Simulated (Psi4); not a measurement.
# SiH2Cl2 (SiCl2H2) at CCSD(T)/aug-cc-pVDZ

What is the energy change on altering one bond length of SiH2Cl2 (SiCl2H2) at CCSD(T)/aug-cc-pVDZ? 

Program for the calculation: Psi4 1.11.

7 further runs of the same task are left out: 6 that didn't finish, 1 set aside as unsound or not needed.

### Step 1. The molecule

SiH2Cl2: 5 atoms, total charge 0, spin state singlet. As SMILES, `[H][Si]([H])(Cl)Cl`. The coordinates come from a GFN2-xTB relaxation.

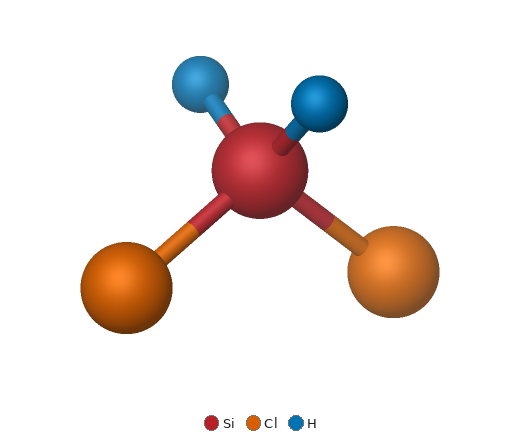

Viewed from a chosen angle; silicon red, chlorine orange, hydrogen blue.

### Step 2. The energy at CCSD(T)/aug-cc-pVDZ

input.dat reads:

```
memory 1600 mb

molecule {
  0 1
  Si
  Cl 1 2.009394
  Cl 1 2.009624 2 109.61403
  H 1 1.454723 2 108.68677 3 -118.62241
  H 1 1.454521 4 112.42036 3 -120.41278
  symmetry c1
  no_reorient
  no_com
}

set puream true
set e_convergence 1e-09
set d_convergence 1e-08
set scf_type pk
set num_frozen_docc 15

result = energy('ccsd(t)/aug-cc-pVDZ')
```

Started as:

```
$ psi4 -i input.dat -o output.dat -n 1
```

output.dat:

```text
[...]
  Running in c1 symmetry.
[...]
  Nuclear repulsion =  195.016520108155902
[...]
  Multiplicity = 1
[...]
  Nalpha       = 25
  Nbeta        = 25
[...]
    Number of basis functions: 99
[...]
   @RHF iter   1: -1209.18036024531284   -1.45114e-01   1.67821e-03 DIIS/ADIIS
[...]
   @RHF iter  10: -1209.20433166968542   -9.09495e-12   3.21028e-09 DIIS
[...]
    Orbital Energies [Eh]
    ---------------------
    Doubly Occupied:
       1A   -104.841034     2A   -104.841033     3A    -68.874540
       4A    -10.570793     5A    -10.570787     6A     -8.038085
       7A     -8.038079     8A     -8.035325     9A     -8.035320
      10A     -8.035266    11A     -8.035261    12A     -6.216488
      13A     -4.323964    14A     -4.322725    15A     -4.321481
      16A     -1.138293    17A     -1.106009    18A     -0.737421
      19A     -0.569992    20A     -0.566475    21A     -0.563924
      22A     -0.485936    23A     -0.485444    24A     -0.468259
      25A     -0.454436
[...]
  @RHF Final Energy: -1209.20433166968542
   => Energetics <=
    Nuclear Repulsion Energy =            195.0165201081559019
    One-Electron Energy =               -2061.0889669099001367
    Two-Electron Energy =                 656.8681151320590743
    Total Energy =                      -1209.2043316696851889
[...]
 Multipole Moments:
 ------------------------------------------------------------------------------------
     Multipole            Electronic (a.u.)      Nuclear  (a.u.)        Total (a.u.)
 ------------------------------------------------------------------------------------
 L = 1.  Multiply by 2.5417464519 to convert [e a0] to [Debye]
 Dipole X            :          0.0019399           -0.0013541            0.0005859
 Dipole Y            :          2.5776583           -3.0154391           -0.4377807
 Dipole Z            :          1.8174427           -2.1259625           -0.3085198
 Magnitude           :                                                    0.5355715
[...]
      * MP2 total energy                      = -1209.597651443968516
[...]
      * CCSD total energy                     = -1209.635997599864595
[...]
      * CCSD(T) total energy                  = -1209.647758851494928
[...]
```

It took 2.8 min on 1 thread of Intel Xeon at 2.50GHz (Skylake/Cascade Lake), shared host; peak memory 0.81 GiB.

### Step 3. The distorted shape

cl2h2si.json reads:

```json
{
  "schema_name": "qcschema_input",
  "schema_version": 1,
  "molecule": {
    "schema_name": "qcschema_molecule",
    "schema_version": 2,
    "symbols": ["Si", "Cl", "Cl", "H", "H"],
    "geometry": [-0.22045545, 0.01212259, -1.2904335, -0.20203062, -0.03958976, 3.64560295, 3.3520151, 0.03978818, -2.57835744, -1.48024137, 2.30209271, -2.1425677, -1.46627629, -2.26666035, -2.19051005],
    "molecular_charge": 0,
    "molecular_multiplicity": 1,
    "fix_symmetry": "c1",
    "fix_com": true,
    "fix_orientation": true
  },
  "driver": "energy",
  "model": {
    "method": "ccsd(t)",
    "basis": "aug-cc-pVDZ"
  },
  "keywords": {
    "reference": "rhf",
    "puream": true,
    "e_convergence": 1e-09,
    "d_convergence": 1e-08,
    "scf_type": "pk",
    "num_frozen_docc": 15
  }
}
```

Started as:

```
$ psi4 --qcschema cl2h2si.json -n 1 --memory 1600MB
```

stdout:

```text
[...]
  Running in c1 symmetry.
[...]
  Nuclear repulsion =  173.293743342532537
[...]
  Multiplicity = 1
[...]
  Nalpha       = 25
  Nbeta        = 25
[...]
    Number of basis functions: 99
[...]
   @RHF iter   1: -1209.11132518253839   -5.40226e-01   2.34098e-03 ADIIS/DIIS
[...]
   @RHF iter  11: -1209.15669856729755   -9.54969e-12   6.71851e-09 DIIS
[...]
    Orbital Energies [Eh]
    ---------------------
    Doubly Occupied:
       1A   -104.871238     2A   -104.809626     3A    -68.924917
       4A    -10.600095     5A    -10.530956     6A     -8.067392
       7A     -8.064565     8A     -8.064412     9A     -7.997937
      10A     -7.995772    11A     -7.995760    12A     -6.260933
      13A     -4.367910    14A     -4.366496    15A     -4.366037
      16A     -1.148438    17A     -1.027946    18A     -0.756947
      19A     -0.582052    20A     -0.576580    21A     -0.528456
      22A     -0.491939    23A     -0.450412    24A     -0.429967
      25A     -0.429786
[...]
  @RHF Final Energy: -1209.15669856729755
   => Energetics <=
    Nuclear Repulsion Energy =            173.2937433425325366
    One-Electron Energy =               -2017.4877468103009051
    Two-Electron Energy =                 635.0373049004708719
    Total Energy =                      -1209.1566985672975534
[...]
 Multipole Moments:
 ------------------------------------------------------------------------------------
     Multipole            Electronic (a.u.)      Nuclear  (a.u.)        Total (a.u.)
 ------------------------------------------------------------------------------------
 L = 1.  Multiply by 2.5417464519 to convert [e a0] to [Debye]
 Dipole X            :        -47.8516468           47.5168422           -0.3348046
 Dipole Y            :         -0.1940308            0.2085218            0.0144910
 Dipole Z            :          2.6991395           -4.2559731           -1.5568336
 Magnitude           :                                                    1.5924933
[...]
      * MP2 total energy                      = -1209.553970335265831
[...]
      * CCSD total energy                     = -1209.593729970744562
[...]
      * CCSD(T) total energy                  = -1209.607112520089458
[...]
```

The result, in JSON:

```text
{
 "driver": "energy",
 "model": {
  "method": "ccsd(t)",
  "basis": "aug-cc-pVDZ"
 },
 "success": true,
 "return_result": -1209.6071125200895,
 "properties": {
  "calcinfo_nbasis": 99,
  "calcinfo_nmo": 99,
  "calcinfo_nalpha": 25,
  "calcinfo_nbeta": 25,
  "calcinfo_natom": 5,
  "nuclear_repulsion_energy": 173.29374334253254,
  "return_energy": -1209.6071125200895,
  "scf_one_electron_energy": -2017.487746810301,
  "scf_two_electron_energy": 635.0373049004709,
  "scf_dipole_moment": [-0.3348046353173473, 0.014491008408136913, -1.5568335532799078],
  "scf_total_energy": -1209.1566985672976,
  "scf_iterations": 11,
  "mp2_same_spin_correlation_energy": -0.0979857042107739,
  "mp2_opposite_spin_correlation_energy": -0.2992860637619916,
  "mp2_singles_energy": -3.0838353980797286e-26,
  "mp2_doubles_energy": -0.39727176797276553,
  "mp2_correlation_energy": -0.39727176797276553,
  "mp2_total_energy": -1209.5539703352658,
  "ccsd_same_spin_correlation_energy": -0.09304466113788606,
  "ccsd_opposite_spin_correlation_energy": -0.34398674231376486,
  "ccsd_singles_energy": 0.0,
  "ccsd_doubles_energy": -0.4370314034516509,
  "ccsd_correlation_energy": -0.4370314034516511,
  "ccsd_total_energy": -1209.5937299707446,
  "ccsd_iterations": 18,
  "ccsd_prt_pr_correlation_energy": -0.45041395279638585,
  "ccsd_prt_pr_total_energy": -1209.6071125200895
 }
}
```

Wall time 2.7 min (1 thread of Intel Xeon at 2.50GHz (Skylake/Cascade Lake), shared host); peak memory 0.81 GiB.

### Step 4. Outcome

At CCSD(T)/aug-cc-pVDZ, 15 core orbitals frozen:

```
                                                           quantity           value
                                          first shape: total energy  -1209.64776 Eh
                   first shape: HOMO energy (Hartree–Fock orbitals)       -12.37 eV
                   first shape: LUMO energy (Hartree–Fock orbitals)         1.20 eV
                 first shape: HOMO–LUMO gap (Hartree–Fock orbitals)        13.56 eV
          first shape: correlation energy (15 core orbitals frozen)      -443.4 mEh
                                        first shape: (T) correction      -11.76 mEh
                                         first shape: T1 diagnostic           0.009
                                      distorted shape: total energy  -1209.60711 Eh
               distorted shape: HOMO energy (Hartree–Fock orbitals)       -11.70 eV
               distorted shape: LUMO energy (Hartree–Fock orbitals)         0.48 eV
             distorted shape: HOMO–LUMO gap (Hartree–Fock orbitals)        12.18 eV
      distorted shape: correlation energy (15 core orbitals frozen)      -450.4 mEh
                                    distorted shape: (T) correction      -13.38 mEh
                                     distorted shape: T1 diagnostic           0.012
energy change with the Si1–Cl2 bond stretched from 2.009 to 2.612 Å        1.106 eV
```

With the Si1–Cl2 bond stretched from 2.009 to 2.612 Å the energy rises by 1.11 eV (26 kcal/mol). The first shape isn't relaxed at this level, so the change isn't measured from a minimum. The triples (first shape) make up 2.7 % of the correlation energy. The triples (distorted shape) make up 3.0 % of the correlation energy.
